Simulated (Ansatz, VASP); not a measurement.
**HgTe: VASP beside Ansatz**

Aim: how closely do two programs agree when they are given the same cell, functional and k mesh?

Main program and level: Ansatz 0.2.0; plane waves, with VASP 6.6.1 beside it; zone-centre phonons at LDA.

## (1) The structure

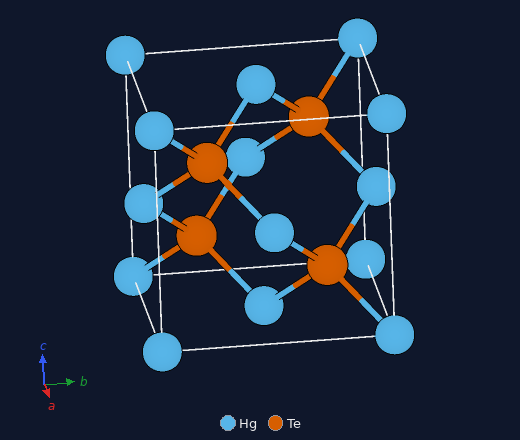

Start, viewed slightly off an axis; mercury blue, tellurium orange. This picture shows the conventional cell, with its axes. Bonds to atoms that aren't drawn are left out. Some periodic images of atoms are drawn too.

## (2) VASP: zone-centre phonons, LDA

Second derivatives magnify differences that forces hide, and they need a tight electronic threshold.

Lines of VASP's logs that name or quote its potential files are left out, and so is its time.

Input file INCAR:

```
SYSTEM = HgTe
PREC = Accurate
ENCUT = 450
EDIFF = 1E-08
NELM = 100
ISMEAR = 0
SIGMA = 0.05
LREAL = .FALSE.
ALGO = Normal
GGA = CA
NBANDS = 15
LORBIT = 11
LWAVE = .FALSE.
LCHARG = .FALSE.
KPAR = 4
IBRION = 8
ISIF = 2
```

Input file POSCAR:

```
HgTe
1.0
    0.0000000000      3.2300000000      3.2300000000
    3.2300000000      0.0000000000      3.2300000000
    3.2300000000      3.2300000000      0.0000000000
Hg Te
1 1
Direct
    0.0000000000      0.0000000000      0.0000000000
    0.7500000000      0.7500000000      0.7500000000
```

Input file KPOINTS:

```
Automatic mesh
0
Gamma
10 10 10
0 0 0
```

The projector-augmented-wave data sets are Hg and Te (LDA family, release 64).

Launch:

```sh
$ mpirun -np 4 vasp_std
```

Numbers of over 12 decimals in the logs are rounded to 6 here.

Output:

```text
[banner, memory and clock lines left out]
running    4 mpi-ranks, on    1 nodes
 distrk:  each k-point on    1 cores,    4 groups
 distr:  one band on    1 cores,    1 groups

 POSCAR found type information on POSCAR HgTe
 POSCAR found :  2 types and       2 ions
 LDA part: xc-table for (Slater(with rela. corr.)+CA(PZ))
 , standard interpolation
 POSCAR, INCAR and KPOINTS ok, starting setup
 FFT: planning ... GRIDC
 FFT: planning ... GRID_SOFT
 FFT: planning ... GRID
 WAVECAR not read
 entering main loop
       N       E                     dE             d eps       ncg     rms          rms(c)
DAV:   1     0.953652591449E+02    0.95365E+02   -0.73184E+03  1418   0.915E+02
DAV:   2    -0.177286596382E+01   -0.97138E+02   -0.91685E+02  1571   0.230E+02
DAV:   3    -0.523194927955E+01   -0.34591E+01   -0.34487E+01  1760   0.444E+01
DAV:   4    -0.526686774543E+01   -0.34918E-01   -0.34915E-01  2058   0.398E+00
DAV:   5    -0.526694413048E+01   -0.76385E-04   -0.76385E-04  1900   0.181E-01    0.770E+00
DAV:   6    -0.505484801921E+01    0.21210E+00   -0.42789E-01  1564   0.927E+00    0.612E+00
DAV:   7    -0.504126019791E+01    0.13588E-01   -0.95474E-02  1578   0.224E+00    0.217E+00
DAV:   8    -0.503858005624E+01    0.26801E-02   -0.10517E-02  1592   0.126E+00    0.543E-01
DAV:   9    -0.503822282225E+01    0.35723E-03   -0.72565E-04  1809   0.308E-01    0.122E-01
DAV:  10    -0.503821691381E+01    0.59084E-05   -0.67303E-05  1724   0.775E-02    0.522E-02
DAV:  11    -0.503821881793E+01   -0.19041E-05   -0.15563E-05  1698   0.360E-02    0.269E-02
DAV:  12    -0.503821774968E+01    0.10682E-05   -0.27773E-06  1564   0.149E-02    0.122E-02
DAV:  13    -0.503821777193E+01   -0.22249E-07   -0.21230E-07  1753   0.293E-03    0.875E-03
DAV:  14    -0.503821773870E+01    0.33229E-07   -0.79546E-08  1683   0.348E-03    0.188E-03
DAV:  15    -0.503821773678E+01    0.19165E-08   -0.20981E-08  1515   0.775E-04
   1 F= -.50382177E+01 E0= -.50381790E+01  d E =-.774623E-04
 Linear response reoptimize wavefunctions to high precision
DAV:   1    -0.503821773692E+01   -0.14097E-09   -0.45417E-10  1069   0.143E-04
DAV:   2    -0.503821773687E+01    0.58662E-10   -0.63531E-11   810   0.521E-05
 Linear response DOF=           2
 Linear response progress:
  Degree of freedom:   1/  2
       N       E                     dE             d eps       ncg     rms          rms(c)
RMM:   1    -0.379520470285E+00   -0.37952E+00   -0.15125E-01  8249   0.275E+00
RMM:   2    -0.377849710928E+00    0.16708E-02   -0.17072E-03  7844   0.293E-01    0.123E-01
RMM:   3    -0.377455366957E+00    0.39434E-03   -0.75440E-05  8526   0.524E-02    0.728E-02
RMM:   4    -0.377111571664E+00    0.34380E-03   -0.47274E-05  8232   0.385E-02    0.157E-02
RMM:   5    -0.377108372485E+00    0.31992E-05   -0.18138E-06  8976   0.872E-03    0.200E-03
RMM:   6    -0.377117379136E+00   -0.90067E-05   -0.40997E-08  8855   0.144E-03    0.560E-04
RMM:   7    -0.377117814836E+00   -0.43570E-06   -0.12529E-08  8992   0.451E-04    0.111E-04
RMM:   8    -0.377117572721E+00    0.24211E-06   -0.26078E-09  9154   0.143E-04    0.487E-05
RMM:   9    -0.377117741454E+00   -0.16873E-06   -0.18137E-09  8994   0.753E-05    0.835E-06
RMM:  10    -0.377117719943E+00    0.21511E-07   -0.17133E-09  9446   0.422E-05    0.278E-06
RMM:  11    -0.377117720746E+00   -0.80234E-09    0.28259E-09  7907   0.370E-05    0.499E-07
 first order change of Fermi-energy  -0.89929E-04
 force on displaced ion       1 direction 1 :  -3.815  -0.000  -0.000
 Linear response progress:
  Degree of freedom:   2/  2
       N       E                     dE             d eps       ncg     rms          rms(c)
RMM:   1    -0.481289201891E-01   -0.48129E-01    0.58199E-02 12609   0.105E+00
RMM:   2    -0.486088658088E-01   -0.47995E-03   -0.17276E-03  7999   0.279E-01    0.126E-01
RMM:   3    -0.486103009225E-01   -0.14351E-05   -0.10336E-04  8293   0.596E-02    0.770E-02
RMM:   4    -0.486523909310E-01   -0.42090E-04   -0.29922E-05  8351   0.312E-02    0.882E-03
RMM:   5    -0.486558833346E-01   -0.34924E-05   -0.12076E-06  8525   0.613E-03    0.454E-03
RMM:   6    -0.486559629069E-01   -0.79572E-07   -0.14068E-08  8580   0.164E-03    0.184E-03
RMM:   7    -0.486542479587E-01    0.17149E-05    0.43935E-08  8534   0.590E-04    0.765E-04
RMM:   8    -0.486542945307E-01   -0.46572E-07   -0.22278E-08  8683   0.209E-04    0.184E-04
RMM:   9    -0.486543107736E-01   -0.16243E-07   -0.30849E-08  8531   0.606E-05    0.138E-05
RMM:  10    -0.486543473403E-01   -0.36567E-07   -0.16961E-08  8862   0.235E-05    0.629E-06
RMM:  11    -0.486543701531E-01   -0.22813E-07   -0.25637E-10  8212   0.159E-05    0.304E-06
RMM:  12    -0.486543810973E-01   -0.10944E-07   -0.95120E-09  6380   0.128E-05    0.454E-07
RMM:  13    -0.486543789639E-01    0.21334E-08   -0.15825E-08  3624   0.122E-05    0.156E-07
 first order change of Fermi-energy   0.32098E-03
 force on displaced ion       2 direction 1 :  -3.814  -0.000  -0.000
 Linear response finished
```

Parts of OUTCAR (step 2):

```text
ion  position               nearest neighbor table
   1  0.000  0.000  0.000-   2 2.80   2 2.80   2 2.80   2 2.80
   2  0.750  0.750  0.750-   1 2.80   1 2.80   1 2.80   1 2.80

  LATTYP: Found a face centered cubic cell.
 ALAT       =     6.4600000000

 Subroutine GETGRP returns: Found 24 space group operations
 (whereof 24 operations were pure point group operations)

The static configuration has the point symmetry T_d .

 Found     47 irreducible k-points:

   k-points           NKPTS =     47   k-points in BZ     NKDIM =     47   number of bands    NBANDS=     15

   dimension x,y,z NGX =    32 NGY =   32 NGZ =   32
   dimension x,y,z NGXF=    64 NGYF=   64 NGZF=   64

   ENCUT  =  450.0 eV  33.07 Ry    5.75 a.u.   7.90  7.90  7.90*2*pi/ulx,y,z

   NELECT =      18.0000    total number of electrons

 k-points in reciprocal lattice and weights: Automatic mesh
   0.00000000  0.00000000  0.00000000       0.001
   0.10000000  0.00000000  0.00000000       0.008
   0.20000000  0.00000000  0.00000000       0.008
   0.30000000  0.00000000  0.00000000       0.008
   0.40000000  0.00000000  0.00000000       0.008
   0.50000000  0.00000000  0.00000000       0.004
   0.10000000  0.10000000  0.00000000       0.006
   0.20000000  0.10000000  0.00000000       0.024
   0.30000000  0.10000000  0.00000000       0.024
[...]
-0.30000000  0.40000000  0.20000000       0.024
  -0.30000000  0.50000000  0.20000000       0.012

 average (electrostatic) potential at core
       1 -40.8259       2 -92.2573

  Total       -0.1050369     -0.1050369     -0.1050369     -0.0000000      0.0000000      0.0000000
  in kB       -2.4969792     -2.4969792     -2.4969792     -0.0000000      0.0000000      0.0000000
  external PRESSURE =      -2.4969792 kB  Pullay stress =       0.0000000 kB

  energy-cutoff  :      450.00
  volume of cell :       67.40
      direct lattice vectors                 reciprocal lattice vectors
     0.000000000  3.230000000  3.230000000    -0.154798762  0.154798762  0.154798762
     3.230000000  0.000000000  3.230000000     0.154798762 -0.154798762  0.154798762
     3.230000000  3.230000000  0.000000000     0.154798762  0.154798762 -0.154798762

 POSITION                                       TOTAL-FORCE (eV/Angst)
 -----------------------------------------------------------------------------------
      0.00000      0.00000      0.00000         0.000000      0.000000     -0.000000
      4.84500      4.84500      4.84500        -0.000000     -0.000000      0.000000
 -----------------------------------------------------------------------------------
    total drift:                               -0.000000     -0.000000      0.000000

 Eigenvectors and eigenvalues of the dynamical matrix
 ----------------------------------------------------

   1 f  =    3.457277 THz    21.722714 2PiTHz  115.322356 cm-1    14.298143 meV
             X         Y         Z           dx          dy          dz
      0.000000  0.000000  0.000000     0.000000    0.623604    0.000000
      4.845000  4.845000  4.845000     0.000000   -0.781740    0.000000

   2 f  =    3.457277 THz    21.722714 2PiTHz  115.322356 cm-1    14.298143 meV
             X         Y         Z           dx          dy          dz
      0.000000  0.000000  0.000000    -0.623604    0.000000    0.000000
      4.845000  4.845000  4.845000     0.781740    0.000000    0.000000

   3 f  =    3.457277 THz    21.722714 2PiTHz  115.322356 cm-1    14.298143 meV
             X         Y         Z           dx          dy          dz
      0.000000  0.000000  0.000000     0.000000    0.000000   -0.623604
      4.845000  4.845000  4.845000     0.000000    0.000000    0.781740

   4 f/i=    0.000294 THz     0.001850 2PiTHz    0.009822 cm-1     0.001218 meV
             X         Y         Z           dx          dy          dz
      0.000000  0.000000  0.000000     0.781740    0.000000    0.000000
      4.845000  4.845000  4.845000     0.623604    0.000000    0.000000

   5 f/i=    0.000294 THz     0.001850 2PiTHz    0.009822 cm-1     0.001218 meV
             X         Y         Z           dx          dy          dz
      0.000000  0.000000  0.000000     0.000000   -0.781740    0.000000
      4.845000  4.845000  4.845000     0.000000   -0.623604    0.000000

   6 f/i=    0.000294 THz     0.001850 2PiTHz    0.009822 cm-1     0.001218 meV
             X         Y         Z           dx          dy          dz
      0.000000  0.000000  0.000000     0.000000    0.000000    0.781740
      4.845000  4.845000  4.845000     0.000000    0.000000    0.623604

 ELASTIC MODULI CONTR FROM IONIC RELAXATION (kBar)
 Direction    XX          YY          ZZ          XY          YZ          ZX
 --------------------------------------------------------------------------------
 XX          -0.0000     -0.0000     -0.0000      0.0000      0.0000     -0.0000
 YY          -0.0000     -0.0000     -0.0000      0.0000      0.0000      0.0000
 ZZ          -0.0000     -0.0000     -0.0000      0.0000      0.0000     -0.0000
 XY           0.0000      0.0000      0.0000   -169.0632      0.0000      0.0000
 YZ           0.0000      0.0000      0.0000      0.0000   -169.0632      0.0000
 ZX          -0.0000      0.0000     -0.0000      0.0000      0.0000   -169.0632
 --------------------------------------------------------------------------------
```

## (3) Ansatz: zone-centre phonons, LDA

Ansatz runs on its default PAW (the set named soft_2) files.

The same cell, functional (in two slightly different forms), mesh and smearing now go to Ansatz, which takes its cutoff from its data sets.

Input file input.yaml:

```yaml
crystal:
  lattice:
    - [0.0, 3.23, 3.23]
    - [3.23, 0.0, 3.23]
    - [3.23, 3.23, 0.0]
  atoms:
    - { symbol: Hg, position: [0.0, 0.0, 0.0] }
    - { symbol: Te, position: [0.75, 0.75, 0.75] }
hamiltonian:
  xc: lda
  pseudopotentials: { kind: paw }
kpoints:
  mp_grid: { grid: [10, 10, 10] }
scf:
  occupations: { method: gaussian, width: 0.05 }
phonons:
  method: dfpt
  qpoints: [[0, 0, 0]]
```

Launch:

```sh
$ ansatz run input.yaml --threads 4 --pin off --max-ram 9216MiB --backend cpu --events-out ev --progress --plain --runs-dir out
```

Output:

```text
zone centre: on kpoints.mp_grid the ground state, and the responses unless they are solved on pairs of k-points, stand on 102 of the mesh's 1000 k-points, reduced under 8 symmetry operations, with k and −k counted as one. Each operation leaves every solved displacement unchanged or reverses it
Engine: ansatz 0.2.0, aarch64-unknown-linux-gnu
Pseudopotentials: kind: paw
Pseudopotential: Hg, paw, valence charge 20, recommended cutoff 420 eV (normal), Hg.paw.azcp
Pseudopotential: Te, paw, valence charge 16, recommended cutoff 420 eV (normal), Te.paw.azcp
Functional definition: SPW92
  exchange = slater_x
  correlation = pw_c
Crystal: 2 atoms, lattice volume = 67.397 Å³
Basis set: ecut = 420 eV, 1363 PW (Γ), exchange–correlation on 64×64×64 points (8 copies of the dense FFT grid, shifted against one another)
Bands: 22, of which v1, the nominal top of the filled ones, is band 18 counted from 1 (17 counted from 0)
Symmetry: 24 space group operations
k-points: 102 of 1000 (irreducible under 8 space group operations, time reversal used)
Non-local potential: Hg, projectors of the file, l = 0: 3, l = 1: 2, l = 2: 2, l = 3: 1
Non-local potential: Te, projectors of the file, l = 0: 2, l = 1: 2, l = 2: 2, l = 3: 2
PAW form: soft (Blöchl's): semilocal exchange-correlation on the pseudo side does not see the compensation charge
PAW frozen core: Hg, regenerated for the run's functional, and the local potential with it (the file was generated under x = pbe(κ = 0.804, μ = 0.219515), c = pbe(β = 0.066725))
PAW frozen core: Te, regenerated for the run's functional, and the local potential with it (the file was generated under x = pbe(κ = 0.804, μ = 0.219515), c = pbe(β = 0.066725))
PAW one-centre angular grid: Hg, 590 points (default); XC on 64 Gauss nodes
PAW one-centre angular grid: Te, 590 points (default); XC on 64 Gauss nodes
Initial density: superposition of atomic densities (neutral atoms: chi_scale 0, normalization atom), corrected by the library's trained network
Initial wavefunctions: pseudopotential atomic-orbital guess
Functional: x = slater, c = lda
SCF iter   1: F=—  HF=-20349.890002 eV  |F-HF|=—  |Δ(HF+E_count)|=         —  Δρ=4.50e-3  dr2=9.42e-3  ethr=1.77e-3  ⟨swp⟩=6.1  Hψ=10624  notcnv=0
preconditioner: auto → none  [insulator: Δε(μ)=0.446 eV  Ē_g=10.504 eV  σ=0.050 eV  W_gap=0.67  n_scr=14 (ndim 8)  ℏωp=19.2 eV  f_vac=0.183  D(μ)=0.06/eV (n_scr^D=0)  ε∞_Penn≈4.3]
SCF iter   2: F=—  HF=-20349.886856 eV  |F-HF|=—  |Δ(HF+E_count)|=   3.15e-3  Δρ=1.88e-3  dr2=8.35e-4  ethr=2.62e-5  ⟨swp⟩=2.0  Hψ=4880  notcnv=0
SCF iter   3: F=—  HF=-20349.886886 eV  |F-HF|=—  |Δ(HF+E_count)|=   2.99e-5  Δρ=6.98e-4  dr2=1.27e-4  ethr=2.32e-6  ⟨swp⟩=1.0  Hψ=2244  notcnv=0
SCF iter   4: F=—  HF=-20349.886897 eV  |F-HF|=—  |Δ(HF+E_count)|=   1.09e-5  Δρ=1.12e-4  dr2=1.11e-5  ethr=3.54e-7  ⟨swp⟩=2.7  Hψ=3728  notcnv=0
SCF iter   5: F=—  HF=-20349.886888 eV  |F-HF|=—  |Δ(HF+E_count)|=   9.09e-6  Δρ=1.88e-5  dr2=1.93e-7  ethr=3.09e-8  ⟨swp⟩=2.0  Hψ=3061  notcnv=0
SCF iter   6: F=—  HF=-20349.886891 eV  |F-HF|=—  |Δ(HF+E_count)|=   2.95e-6  Δρ=4.93e-6  dr2=1.38e-8  ethr=5.37e-10  ⟨swp⟩=2.0  Hψ=3126  notcnv=0
SCF iter   7: F=—  HF=-20349.886891 eV  |F-HF|=—  |Δ(HF+E_count)|=   2.47e-9  Δρ=7.63e-7  dr2=4.16e-10  ethr=3.83e-11  ⟨swp⟩=2.5  Hψ=4163  notcnv=0
SCF iter   8: F=-20349.886891 eV  HF=-20349.886891 eV  |F-HF|=3.64e-12  |Δ(HF+E_count)|=  5.09e-11  Δρ=9.77e-8  dr2=4.52e-12  ethr=1.00e-12  ⟨swp⟩=5.1  Hψ=11799  notcnv=0
SCF 1 converged in 8 iterations: F = -20349.886891 eV  dr2 = 4.52e-12
  greatest PAW one-centre occupation: 1.000 electrons in one spin orbital (limit 2), on the Hg atom at site 0 (counted from 0), in its partial waves of l = 0
DFPT response loops at Γ: preconditioner auto → none (partly filled bands, converged f_vac=0.176); β = 0.50; Broyden in place of MSR1
SCF converged after 8 iterations
Free energy (F): -20349.886891 eV
Harris-Foulkes:  -20349.886891 eV  (|F-HF|=3.64e-12)
Internal energy: -20349.886814 eV  (E = F + TS)
E sigma→0 (E₀):  -20349.886852 eV
Entropy (-TS):   -0.000077 eV (-0.039 meV/atom)
Fermi energy:    8.444700 eV
--- Per-component energies (eV) ---
  E_band       = -782.658340
  E_kinetic    = 785.798117
  E_local      = -4813.549132  (includes V_loc(G=0)·N_el)
  E_nonlocal   = -224.470922
  E_hartree    = 2332.929005
  E_xc         = -342.607856
  E_vxc        = -366.636258  (∫ρ·V_xc dr)
  E_paw        = -14165.105564  (= ΣΔE_a)
  E_vpaw       = -829.658883  (= ΣTr[D̂ρ^β])
  E_aug_tail   = 0.000601  (compensation charges beyond the density's cutoff)
  E_ewald      = -3924.135817
  E_core_change = 1.254754  (= ΣΔE_core)
  E_smearing   = -0.000077  (= −TS)
  E_closure    = -0.000000  (closes the sum)
  Σ components = -20349.886891   (vs F -20349.886891, Δ=0.00e0)
--- Band table (eV; the first three rows and the last of 102) ---
  k-point 0: bands = [... 14 lower, 1.6182, 7.5095, 8.4294, 8.4294, 8.4294, 12.6164, 12.6164, 12.6164]
  k-point 1: bands = [... 14 lower, 1.6165, 6.7608, 8.3121, 8.3121, 8.8875, 12.4755, 12.7728, 12.7728]
  k-point 2: bands = [... 14 lower, 1.6151, 5.5849, 8.0351, 8.0351, 9.1772, 12.7757, 13.1064, 13.1064]
  k-point 101: bands = [... 14 lower, 2.2116, 2.8521, 5.7608, 5.8716, 11.3369, 12.4134, 14.1996, 14.6825]
--- Phonons (Γ-DFPT): 2 representative perturbations + reference, on 102 of 1000 k-points (Σ response iterations 6) ---
  k mesh reduced under 8 symmetry operations, with k and −k counted as one. Each operation leaves every solved displacement unchanged or reverses it
  ASR residual: 6.460e-5 → 0.000e0 eV/Å²; symmetrization residual: 3.588e-5 eV/Å²
  ASR residual per site (eV/Å²): 2.40e-5 6.46e-5
  Γ frequencies (cm⁻¹): 0.00 0.00 0.00 112.50 112.50 112.50
  non-analytic LO–TO correction: not included (Born effective charges unavailable; polar crystals: no LO–TO splitting at Γ)
--- Phonons (arbitrary-q DFPT): 1 explicit q-point ---
  q = [0, 0, 0] (of the zone-centre solve; hermiticity 1.98e-5, symmetrization 9.35e-13): -0.00 0.00 0.00 112.50 112.50 112.50
  sum rule: each row above includes the acoustic sum rule's correction from the zone centre's row sums; it moved no ω² by more than (0.37 cm⁻¹)²
```

Wall time 10 s (4 threads of Arm Neoverse V2, shared host); peak memory 0.68 GiB.

## (4) Comparison

Known differences besides the PAW data sets themselves: the two LDA forms differ slightly; the data sets hold 36 valence electrons in Ansatz (default PAW (the set named soft_2) files) and 18 in VASP; the cutoff is 420 eV in Ansatz and 450 eV in VASP; Ansatz makes its cores anew for this functional, VASP keeps those of its LDA data sets. Total energies have different zeros and are not compared.

The two programs side by side:

```csv
quantity,Ansatz,VASP,difference
mode 4 to 6 (cm⁻¹),112.5,115.3,-2.45 %
```

## (5) Outcome

```yaml
difference_in_mode_4_to_6_zone_centre_phonons_lda: -2.4 %
```

**Reading.** The difference in mode 4 to 6 is -2.4 % (zone-centre phonons, LDA), within the 3 % picked in this series as the mark of a large difference. How closely two codes agree says nothing of how well the functional describes the real material.

[Lines on the potential files, build, host, timing and source positions are cut from VASP's logs without a mark.]

[Logs are printed without paths, hosts, clocks, repeated set-up lines and the standing remarks that a program may print on its own settings, such as how far it seeks lower states.]

[Hosts, paths, dates, database ids (printed as entryN), source tags and the programs' standing remarks are cut or masked in the printed files.]
